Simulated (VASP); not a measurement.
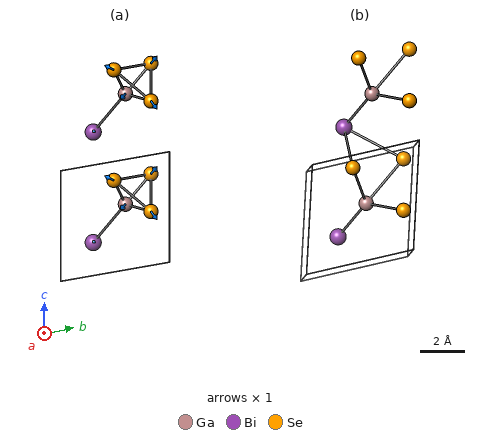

The structure of solid GaBiSe$_{3}$ (a generated structure, set up in R3m) before (left) and after (right) a relaxation, at one scale. The blue arrows give the displacements (the part carried along by the change of the cell is left out), at their true length.

A ball-and-stick model of the cell of the calculation, repeated 1 × 1 × 2 with one cell outlined, seen along the a axis.

The run lets cell and atoms move.

All numbers below come from VASP 6.6.1, Kohn-Sham DFT of a periodic cell, PBE, VASP PAW PBE potentials, recommended.

The input:
```
PREC = Normal
ENCUT = 520
EDIFF = 1E-4
ISMEAR = 0
SIGMA = 0.15
LREAL = F
LASPH = T
NELM = 60
ALGO = Fast
ISIF = 3
LWAVE = F
LCHARG = F
GGA = PE
IBRION = 2
NSW = 24
EDIFFG = -0.08
```

Command:
```bash
cat potpaw_PBE.64/Ga_d/POTCAR potpaw_PBE.64/Bi_d/POTCAR potpaw_PBE.64/Se/POTCAR > POTCAR
mpirun -np 1 vasp_std > vasp.out
```

Summarise the run.

Answer. The relaxation stopped without meeting its thresholds, so the last structure isn't shown to be converged. The largest moves relative to the cell, 0.58 Å, are those of Se atoms. By element the largest moves are Se 0.58 Å, Ga 0.50 Å, Bi 0.19 Å. The volume changes by −5.9 %, with a = b = c 5.223 → 5.267 Å (+0.8 %), α 77.9° → 70.8°, β 77.9° → 70.8°, γ 77.9° → 70.8°. Near-neighbour distances that change, for instance: Se–Se 4.333 → 3.039 Å, Ga–Se 1.834 → 2.690 Å, Se–Se 2.235 → 3.062 Å, Bi–Ga 3.186 → 2.784 Å. Bonds break, among them: Se–Se (2.24 → 3.06 Å). Bond angles that change, for instance: Se–Ga–Se 75.1° → 69.4°, Bi–Ga–Se 135.3° → 138.9°. The space group stays R3m (No. 160). After 23 geometry steps the energy has fallen by 2983 meV per atom. Largest force component: 39 eV/Å at the start, 1 eV/Å at the end. Pressure: 48.34 GPa at the start and −0.76 GPa at the end. At step 1 the optimiser overshot: the energy rose above the start, and later steps came back. It ran on 1 thread of Intel(R) Xeon(R) Platinum 8259CL CPU @ 2.50GHz (Skylake/Cascade Lake), on a shared host.
